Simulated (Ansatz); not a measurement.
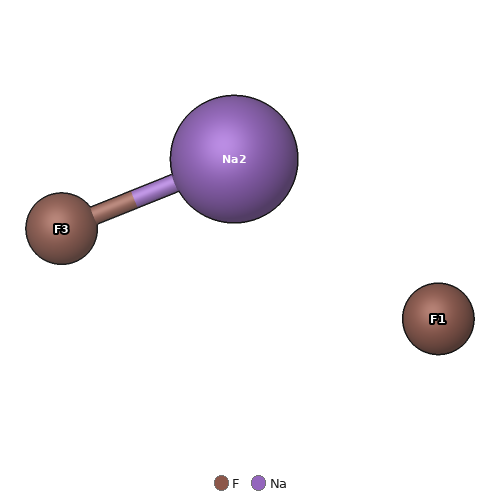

The system is F + NaF, spin multiplicity 2; the picture shows the reference structure. Coordinates scanned: (1) distance F1–Na2; (2) distance Na2–F3. Nothing is relaxed (the angle F1–Na2–F3 is fixed at 120 degrees). The grid has 13 × 13 points; 91 points were computed and 78 follow by symmetry. Points are written as (first, second). Energies: kcal/mol, counted from the lowest grid point. Energies and slopes of some neighbouring points disagree (a jump in structure or state, or too coarse a mesh). These are results of UHF/def2-TZVPD (Ansatz), not measurements.

Its coordinates:

```xyz
3

F    -2.6200    0.0000    0.0000
Na    0.0000    0.0000    0.0000
F     0.9435    1.6342    0.0000
```

The input of one point:

```yaml
crystal:
  periodic: [false, false, false]
  atoms:
    - { symbol: F, position_ang: [-2.62, 0.0, 0.0] }
    - { symbol: Na, position_ang: [0.0, 0.0, 0.0] }
    - { symbol: F, position_ang: [0.9435, 1.63419, 0.0] }
magnetization:
  spin_polarized: true
  initial_magnetization: 1
basis:
  gaussian: { orbitals: def2-TZVPD }
hamiltonian:
  xc: hf
output:
  forces: true
```

Range: distance F1–Na2 from 1.808 to 3.808 Å; distance Na2–F3 from 1.808 to 3.808 Å.

What landscape does the calculation give?

Answer. The lowest grid point is at (1.887 Å, 2.620 Å). The same energy is found at (2.620 Å, 1.887 Å). The highest grid point, (3.808 Å, 3.808 Å), lies 65.8 kcal/mol above the lowest.

```
distance Na2–F3 ↓, distance F1–Na2 →  1.808  1.887  2.003  2.138  2.287  2.449  2.620  2.800  2.989  3.184  3.386  3.594  3.808
                               3.808    3.0    1.0    1.6    5.2   11.0   18.1   25.7   33.4   40.8   47.8   54.3   60.3   65.8
                               3.594    2.9    0.9    1.4    5.0   10.8   18.0   25.6   33.2   40.7   47.7   54.2   60.1   60.3
                               3.386    2.7    0.7    1.3    4.9   10.7   17.8   25.4   33.0   40.5   47.4   53.9   54.2   54.3
                               3.184    2.5    0.5    1.1    4.7   10.4   17.6   25.1   32.8   40.2   47.2   47.4   47.7   47.8
                               2.989    2.3    0.3    0.8    4.4   10.2   17.3   24.9   32.5   39.9   40.2   40.5   40.7   40.8
                               2.800    2.1    0.1    0.6    4.2    9.9   17.0   24.6   32.2   32.5   32.8   33.0   33.2   33.4
                               2.620    2.0    0.0    0.5    4.0    9.8   16.8   24.4   24.6   24.9   25.1   25.4   25.6   25.7
                               2.449    2.1    0.1    0.6    4.1    9.9   16.9   16.8   17.0   17.3   17.6   17.8   18.0   18.1
                               2.287    2.9    0.9    1.3    4.8   10.5    9.9    9.8    9.9   10.2   10.4   10.7   10.8   11.0
                               2.138    4.7    2.7    3.1    6.6    4.8    4.1    4.0    4.2    4.4    4.7    4.9    5.0    5.2
                               2.003    8.3    6.2    6.6    3.1    1.3    0.6    0.5    0.6    0.8    1.1    1.3    1.4    1.6
                               1.887   14.0   11.9    6.2    2.7    0.9    0.1    0.0    0.1    0.3    0.5    0.7    0.9    1.0
                               1.808   20.2   14.0    8.3    4.7    2.9    2.1    2.0    2.1    2.3    2.5    2.7    2.9    3.0
```

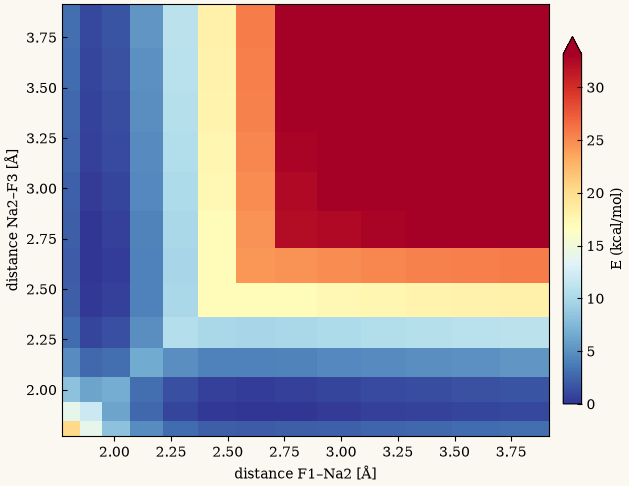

In the figure: one coloured cell a grid point, one colour for all values above the top of the scale.

Each point was launched as `ansatz run input.yaml --threads 1 --pin off --max-ram 2560MiB --backend cpu --events-out ev --progress --plain --runs-dir out`. The whole map (91 points run) took 42 min on 1 thread of Arm Neoverse N1, with other jobs on the host.
